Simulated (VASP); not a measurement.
## TiAl2: structure and properties in VASP

Wanted: the relaxed cell of TiAl2 and its properties. The steps: full relaxation (PBEsol), second relaxation, single point with fields (PBEsol), bands along the symmetry lines (PBEsol), density of states (PBEsol), electric field gradients (PBEsol) and vibrations at Γ (PBEsol). The start is a cell from a database of measured crystal structures.

Main program and level: VASP 6.6.1; PBEsol; plane waves and PAW (Ti_sv, Al).

### Step 1. Starting point

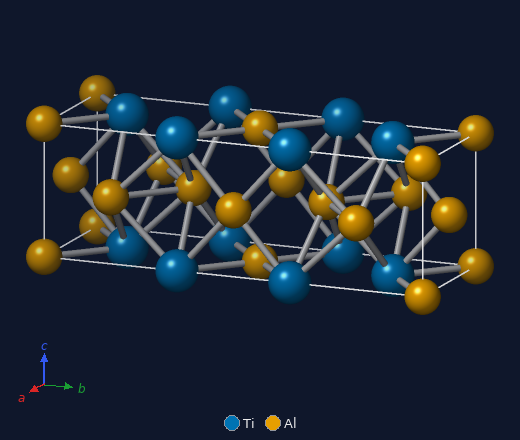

The starting structure, seen slightly off an axis (titanium blue, aluminium orange). This picture shows the conventional cell, with its axes. Some periodic images of atoms are drawn too.

Coordinates:

```
Ti Al
1.0
     3.95910    0.00000    0.00000
     0.00000    0.00000    4.03150
     1.97955   -6.04720    0.00000
Ti Al
2 4
Direct
  0.35100 0.00000 0.29800
  0.64900 0.00000 0.70200
  0.00000 0.00000 0.00000
  0.17600 0.50000 0.64800
  0.82400 0.50000 0.35200
  0.50000 0.50000 0.00000
```

### Step 2. Full relaxation (PBEsol)

Properties are meant for the cell that this level of theory prefers, so cell and atoms are relaxed first (ISIF = 3) until forces and stress are small; EDIFFG sets the threshold. PBEsol restores the gradient expansion of exchange and is tuned for the cells of solids.

The input, INCAR:

```
SYSTEM = TiAl2
PREC = Accurate
ENCUT = 400
EDIFF = 1E-06
NELM = 100
ISMEAR = 1
SIGMA = 0.2
LREAL = .FALSE.
ALGO = Normal
GGA = PS
NBANDS = 24
LASPH = .TRUE.
LORBIT = 11
LWAVE = .FALSE.
LCHARG = .FALSE.
KPAR = 4
IBRION = 2
NSW = 60
ISIF = 3
EDIFFG = -0.01
```

The input, POSCAR:

```
TiAl2
1.0
    3.9591000000      0.0000000000      0.0000000000
    0.0000000000      0.0000000000      4.0315000000
    1.9795500000     -6.0472000000      0.0000000000
Ti Al
2 4
Direct
    0.3510000000      0.0000000000      0.2980000000
    0.6490000000      0.0000000000      0.7020000000
    0.0000000000      0.0000000000      0.0000000000
    0.1760000000      0.5000000000      0.6480000000
    0.8240000000      0.5000000000      0.3520000000
    0.5000000000      0.5000000000      0.0000000000
```

The input, KPOINTS:

```
Automatic mesh
0
Gamma
7 7 7
0 0 0
```

PAW data sets: Ti_sv and Al (PBE family, release 64).

Launch:

```
$ mpirun -np 4 vasp_std
```

Output:

```text
[banner, memory and clock lines left out]
running    4 mpi-ranks, on    1 nodes
 distrk:  each k-point on    1 cores,    4 groups
 distr:  one band on    1 cores,    1 groups

 POSCAR found type information on POSCAR TiAl
 POSCAR found :  2 types and       6 ions
|                                                                             |
|               ----> ADVICE to this user running VASP <----                  |
|                                                                             |
|     You enforced a specific xc type in the INCAR file but a different       |
|     [... a line on the potential file left out ...]
|     I HOPE YOU KNOW WHAT YOU ARE DOING!                                     |
|                                                                             |

 LDA part: xc-table for (Slater+PW92), standard interpolation
 POSCAR, INCAR and KPOINTS ok, starting setup
 FFT: planning ... GRIDC
 FFT: planning ... GRID_SOFT
 FFT: planning ... GRID
 WAVECAR not read
 entering main loop
       N       E                     dE             d eps       ncg     rms          rms(c)
DAV:   1     0.286759058876E+03    0.28676E+03   -0.14592E+04  3136   0.124E+03
DAV:   2    -0.380965279885E+01   -0.29057E+03   -0.28554E+03  3144   0.391E+02
DAV:   3    -0.368022030521E+02   -0.32993E+02   -0.32511E+02  5576   0.110E+02
DAV:   4    -0.395177767557E+02   -0.27156E+01   -0.27028E+01  4040   0.290E+01
DAV:   5    -0.397065847010E+02   -0.18881E+00   -0.18879E+00  4840   0.671E+00    0.155E+01
DAV:   6    -0.365204111464E+02    0.31862E+01   -0.48408E+01  4232   0.470E+01    0.698E+00
DAV:   7    -0.356221103609E+02    0.89830E+00   -0.11745E+01  3864   0.230E+01    0.358E+00
DAV:   8    -0.355372245269E+02    0.84886E-01   -0.11848E+00  4024   0.802E+00    0.117E+00
DAV:   9    -0.355192690534E+02    0.17955E-01   -0.21592E-01  4032   0.366E+00    0.385E-01
DAV:  10    -0.355197867289E+02   -0.51768E-03   -0.62592E-03  3960   0.606E-01    0.208E-01
DAV:  11    -0.355195105624E+02    0.27617E-03   -0.75301E-03  4216   0.543E-01    0.107E-01
DAV:  12    -0.355194142768E+02    0.96286E-04   -0.15987E-03  4112   0.279E-01    0.243E-02
DAV:  13    -0.355194022815E+02    0.11995E-04   -0.10646E-04  4048   0.837E-02    0.995E-03
DAV:  14    -0.355194022360E+02    0.45517E-07   -0.33987E-06  3376   0.141E-02
   1 F= -.35519402E+02 E0= -.35518998E+02  d E =-.355194E+02
 curvature:   0.00 expect dE= 0.000E+00 dE for cont linesearch  0.000E+00
 trial: gam= 0.00000 g(F)=  0.772E-01 g(S)=  0.899E-01 ort = 0.000E+00 (trialstep = 0.100E+01)
 search vector abs. value=  0.167E+00
 bond charge predicted
       N       E                     dE             d eps       ncg     rms          rms(c)
DAV:   1    -0.361414802360E+02   -0.62208E+00   -0.30203E+01  3608   0.895E+01    0.695E+00
DAV:   2    -0.357712833571E+02    0.37020E+00   -0.94518E+00  3984   0.259E+01    0.254E+00
DAV:   3    -0.356119352112E+02    0.15935E+00   -0.14857E+00  4240   0.852E+00    0.128E+00
DAV:   4    -0.356000337372E+02    0.11901E-01   -0.25000E-01  4808   0.367E+00    0.618E-01
DAV:   5    -0.356051887133E+02   -0.51550E-02   -0.24686E-02  4280   0.135E+00    0.261E-01
DAV:   6    -0.356098487465E+02   -0.46600E-02   -0.48517E-03  5360   0.370E-01    0.214E-01
DAV:   7    -0.356126710109E+02   -0.28223E-02   -0.58580E-03  4432   0.389E-01    0.326E-02
DAV:   8    -0.356128040605E+02   -0.13305E-03   -0.12474E-03  4464   0.176E-01    0.364E-02
DAV:   9    -0.356128239377E+02   -0.19877E-04   -0.13640E-04  4104   0.868E-02    0.166E-02
DAV:  10    -0.356128236763E+02    0.26138E-06   -0.12116E-05  3736   0.313E-02    0.186E-03
DAV:  11    -0.356128235071E+02    0.16920E-06   -0.34135E-07  2208   0.549E-03
   2 F= -.35612824E+02 E0= -.35613416E+02  d E =-.934213E-01
[... from here on, the cycles between the ionic steps are left out ...]
   3 F= -.35613428E+02 E0= -.35614090E+02  d E =-.940260E-01
   4 F= -.35640005E+02 E0= -.35640963E+02  d E =-.265772E-01
   5 F= -.35640094E+02 E0= -.35641060E+02  d E =-.266654E-01
   6 F= -.35643430E+02 E0= -.35644238E+02  d E =-.333599E-02
   7 F= -.35644235E+02 E0= -.35644909E+02  d E =-.414118E-02
   8 F= -.35644238E+02 E0= -.35644920E+02  d E =-.414413E-02
   9 F= -.35644340E+02 E0= -.35645017E+02  d E =-.101969E-03
  10 F= -.35644346E+02 E0= -.35645024E+02  d E =-.107896E-03
  11 F= -.35644345E+02 E0= -.35645024E+02  d E =-.107452E-03
 curvature:  -0.48 expect dE=-0.274E-04 dE for cont linesearch -0.403E-07
 trial: gam= 0.23914 g(F)=  0.176E-04 g(S)=  0.395E-04 ort = 0.440E-05 (trialstep = 0.113E+01)
 search vector abs. value=  0.724E-04
 bond charge predicted
       N       E                     dE             d eps       ncg     rms          rms(c)
DAV:   1    -0.356444702618E+02   -0.12493E-03   -0.42208E-03  3600   0.803E-01    0.825E-02
DAV:   2    -0.356444071047E+02    0.63157E-04   -0.10168E-03  3872   0.275E-01    0.344E-02
DAV:   3    -0.356443820463E+02    0.25058E-04   -0.17196E-04  4400   0.829E-02    0.196E-02
DAV:   4    -0.356443763485E+02    0.56978E-05   -0.39397E-05  5120   0.500E-02    0.784E-03
DAV:   5    -0.356443765994E+02   -0.25089E-06   -0.34626E-06  2896   0.151E-02
  12 F= -.35644377E+02 E0= -.35645065E+02  d E =-.313613E-04
 trial-energy change:   -0.000031  1 .order   -0.000037   -0.000066   -0.000009
 step:   1.3121(harm=  1.3121)  dis= 0.00129  next Energy=   -35.644383 (dE=-0.382E-04)
 reached required accuracy - stopping structural energy minimisation
```

Elapsed: 1.7 min, on 4 MPI ranks of Intel Xeon Platinum 8559C (Emerald Rapids), shared host; peak memory 0.97 GiB; 6.7 min of CPU time.

Lines that name or quote the potential files are left out of all logs, and their timing lines are given in words.

From OUTCAR (step 2):

```text
ion  position               nearest neighbor table
   1  0.351  0.000  0.298-   3 2.68   3 2.68   6 2.70   6 2.70   5 2.84   5 2.84   5 2.84   5 2.84
                             4 2.92   4 2.92
   2  0.649  0.000  0.702-   3 2.68   3 2.68   6 2.70   6 2.70   4 2.84   4 2.84   4 2.84   4 2.84
                             5 2.92   5 2.92
   3  0.000  0.000  0.000-   2 2.68   1 2.68   2 2.68   1 2.68   6 2.83   6 2.83   6 2.83   6 2.83
                             5 2.93   4 2.93   4 2.93   5 2.93
   4  0.176  0.500  0.648-   5 2.67   5 2.67   2 2.84   2 2.84   2 2.84   2 2.84   6 2.91   6 2.91
                             1 2.92   1 2.92   3 2.93   3 2.93
   5  0.824  0.500  0.352-   4 2.67   4 2.67   1 2.84   1 2.84   1 2.84   1 2.84   6 2.91   6 2.91
                             2 2.92   2 2.92   3 2.93   3 2.93
   6  0.500  0.500  0.000-   1 2.70   2 2.70   1 2.70   2 2.70   3 2.83   3 2.83   3 2.83   3 2.83
                             5 2.91   4 2.91   5 2.91   4 2.91

  LATTYP: Found a base centered orthorhombic cell.
 ALAT       =     3.9591000000
 B/A-ratio  =     3.0548356950
 C/A-ratio  =     1.0182869844

 Subroutine GETGRP returns: Found  8 space group operations
 (whereof  8 operations were pure point group operations)

The static configuration has the point symmetry D_2h.

 Found     64 irreducible k-points:

   k-points           NKPTS =     64   k-points in BZ     NKDIM =     64   number of bands    NBANDS=     24

   dimension x,y,z NGX =    28 NGY =   28 NGZ =   42
   dimension x,y,z NGXF=    56 NGYF=   56 NGZF=   84

   ENCUT  =  400.0 eV  29.40 Ry    5.42 a.u.   6.46  6.57 10.38*2*pi/ulx,y,z

   NELECT =      36.0000    total number of electrons

 k-points in reciprocal lattice and weights: Automatic mesh
   0.00000000  0.00000000  0.00000000       0.003
   0.14285714  0.00000000  0.00000000       0.012
   0.28571429  0.00000000 -0.00000000       0.012
   0.42857143  0.00000000  0.00000000       0.012
   0.00000000  0.14285714  0.00000000       0.006
   0.14285714  0.14285714  0.00000000       0.023
   0.28571429  0.14285714 -0.00000000       0.023
   0.42857143  0.14285714  0.00000000       0.023
   0.00000000  0.28571429  0.00000000       0.006
[...]
0.00000000  0.42857143  0.42857143       0.012
  -0.14285714  0.42857143  0.42857143       0.012

 average (electrostatic) potential at core
       1 -71.7410       2 -71.7410       3 -70.9911       4 -70.8928       5 -70.8928
       6 -70.9973

 E-fermi :   8.6702

 k-point     1 :       0.0000    0.0000    0.0000
  band No.  band energies     occupation
    ...
     14       6.9194      2.00000
     15       7.0427      2.00000
     16       7.9537      2.00000
     17       8.1272      2.00084
     18       8.1625      2.00194
     19       9.0357     -0.02680
     20       9.2338     -0.00050
     21       9.5286     -0.00000
     22       9.6674     -0.00000
     23       9.7179     -0.00000
    ...

 k-point     2 :       0.1429    0.0000    0.0000
  band No.  band energies     occupation
    ...
     14       6.9078      2.00000
     15       6.9078      2.00000
     16       7.7593      2.00000
     17       8.1371      2.00107
     18       8.4973      2.00964
     19       8.8931     -0.06657
     20       9.3460     -0.00002
     21       9.6578     -0.00000
     22      10.0681     -0.00000
     23      10.1382     -0.00000
    ...

 k-point     3 :       0.2857    0.0000   -0.0000
  band No.  band energies     occupation
    ...
     14       7.0587      2.00000
     15       7.2260      2.00000
     16       7.5251      2.00000
     17       7.8350      2.00000
     18       8.1229      2.00075
     19       9.2438     -0.00038
     20       9.7818     -0.00000
     21       9.8605     -0.00000
     22      10.2391     -0.00000
     23      10.4596     -0.00000
    ...

  Total        0.0084098      0.0070500      0.0029461     -0.0000000      0.0000000      0.0000000
  in kB        0.1444270      0.1210757      0.0505954     -0.0000000      0.0000000      0.0000000
  external PRESSURE =       0.1053660 kB  Pullay stress =       0.0000000 kB

  energy-cutoff  :      400.00
  volume of cell :       93.29
      direct lattice vectors                 reciprocal lattice vectors
     3.900396323 -0.000000000  0.000000000     0.256384202  0.082985872  0.000000000
     0.000000000  0.000000000  3.969821085     0.000000000  0.000000000  0.251900521
     1.950198162 -6.025121938  0.000000000    -0.000000000 -0.165971745  0.000000000

 POSITION                                       TOTAL-FORCE (eV/Angst)
 -----------------------------------------------------------------------------------
      1.95020     -1.88262      0.00000         0.000000     -0.000547      0.000000
      3.90040     -4.14250      0.00000        -0.000000      0.000547     -0.000000
      3.90040     -0.00000      0.00000        -0.000000      0.000000     -0.000000
      1.95020     -3.94255      1.98491        -0.000000     -0.002523     -0.000000
      3.90040     -2.08257      1.98491         0.000000      0.002523     -0.000000
      1.95020     -0.00000      1.98491        -0.000000      0.000000     -0.000000
 -----------------------------------------------------------------------------------
    total drift:                               -0.000000      0.000000      0.000000

  FREE ENERGIE OF THE ION-ELECTRON SYSTEM (eV)
  ---------------------------------------------------
  free  energy   TOTEN  =       -35.6443765994 eV

  energy  without entropy=      -35.6464429935  energy(sigma->0) =      -35.64506540

 reached required accuracy - stopping structural energy minimisation

 total charge
# of ion       s       p       d       tot
------------------------------------------
    1        2.180   6.119   2.019  10.317
    2        2.180   6.119   2.019  10.317
    3        0.424   0.411   0.000   0.835
    4        0.411   0.414   0.000   0.825
    5        0.411   0.414   0.000   0.825
    6        0.419   0.415   0.000   0.834
--------------------------------------------------
tot          6.026  13.892   4.037  23.955

[... 3 further parts left out ...]
```

The PAW data sets were made with PBE, which is usual practice but a small mismatch for other functionals. The run keeps the 8 symmetry operations of its start, so it cannot find a distortion of lower symmetry.

The steps of the relaxation:

| step | energy less that of the first step (eV) | largest force (eV/Å) | pressure (GPa) | volume (Å³) |
| --- | --- | --- | --- | --- |
| 1 | 0.0000 | 0.8713 | -2.90 | 96.52 |
| 2 | -0.0934 | 0.4975 | 1.36 | 92.50 |
| 3 | -0.0940 | 0.4580 | 1.77 | 92.15 |
| 4 | -0.1206 | 0.1138 | 0.05 | 93.29 |
| 5 | -0.1207 | 0.1081 | -0.04 | 93.36 |
| 6 | -0.1240 | 0.0606 | -0.09 | 93.38 |
| 7 | -0.1248 | 0.0210 | -0.12 | 93.39 |
| 8 | -0.1248 | 0.0233 | -0.12 | 93.39 |
| 9 | -0.1249 | 0.0102 | 0.10 | 93.21 |
| 10 | -0.1249 | 0.0126 | 0.07 | 93.24 |
| 11 | -0.1249 | 0.0133 | 0.05 | 93.25 |
| 12 | -0.1250 | 0.0025 | 0.01 | 93.29 |

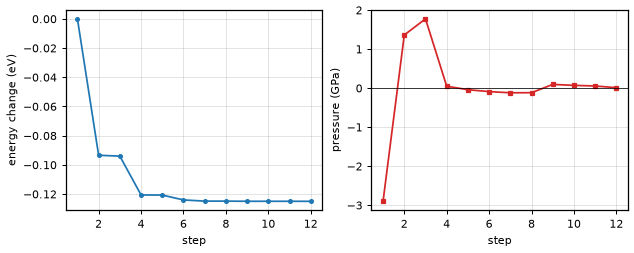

Energy and pressure along the relaxation.

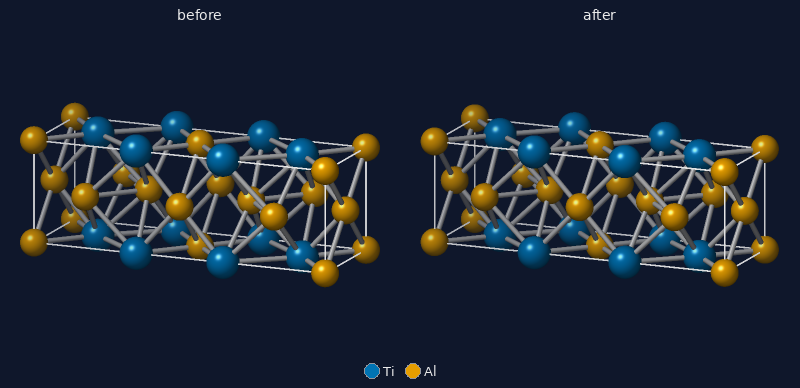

The structure before and after the relaxation, drawn at the same scale.

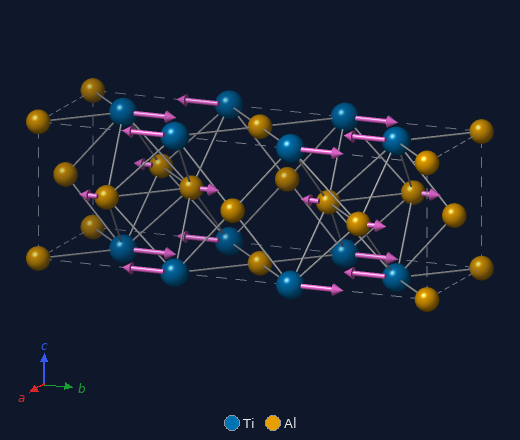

Displacements in the relaxation, exaggerated, measured against the changing cell; the longest in the cell stands for 0.09 Å. Some periodic images of atoms are drawn too.

| conventional cell, symmetrised | before | after | change |
| --- | --- | --- | --- |
| a (Å) | 3.959 | 3.900 | -1.5 % |
| b (Å) | 12.094 | 12.050 | -0.4 % |
| c (Å) | 4.032 | 3.970 | -1.5 % |
| volume (Å³/atom) | 16.09 | 15.55 | -3.3 % |

The atoms that moved most (Å, as changes of fractional coordinates times the final cell):

| atom | dx | dy | dz | length |
| --- | --- | --- | --- | --- |
| Ti1 | 0.000 | -0.087 | 0.000 | 0.087 |
| Ti2 | 0.000 | 0.087 | 0.000 | 0.087 |
| Al4 | 0.000 | -0.038 | 0.000 | 0.038 |
| Al5 | 0.000 | 0.038 | 0.000 | 0.038 |

Final coordinates:

```xyz
6
Lattice="3.9004 0.0000 0.0000 0.0000 0.0000 3.9698 1.9502 -6.0251 0.0000" Properties=species:S:1:pos:R:3 pbc="T T T"
Ti    1.9502   -1.8826    0.0000
Ti    3.9004   -4.1425    0.0000
Al    0.0000    0.0000    0.0000
Al    1.9502   -3.9425    1.9849
Al    3.9004   -2.0826    1.9849
Al    1.9502    0.0000    1.9849
```

This step gave:

* electrons: 36
* bands: 24
* irreducible k-points: 64
* symmetry operations: 8
* free energy (TOTEN): -35.64 eV
* energy at zero smearing: -35.65 eV
* Fermi energy: 8.670 eV
* pressure: 0.01054 GPa
* metallic: yes
* SCF cycles over all ionic steps: 89

It ends with a largest force of 0.003 eV/Å and a pressure of 0.01 GPa. The volume lies -3.3 % from that of the database's start, which holds the thermal and zero-point expansion of its experiment.

(Continued in part 2 of 6.)

[Lines on the potential files, build, host, timing and source positions are cut from VASP's logs without a mark.]

[Logs are printed without paths, hosts, clocks, repeated set-up lines and the standing remarks that a program may print on its own settings, such as how far it seeks lower states.]

[Hosts, paths, dates, database ids (printed as entryN), source tags and the programs' standing remarks are cut or masked in the printed files.]

[A measured line is paired with the nearest computed mode of its activity, which favours agreement.]

[In band tables of VASP the shares of atoms and orbitals are scaled to a sum of 1 inside the atoms' spheres.]
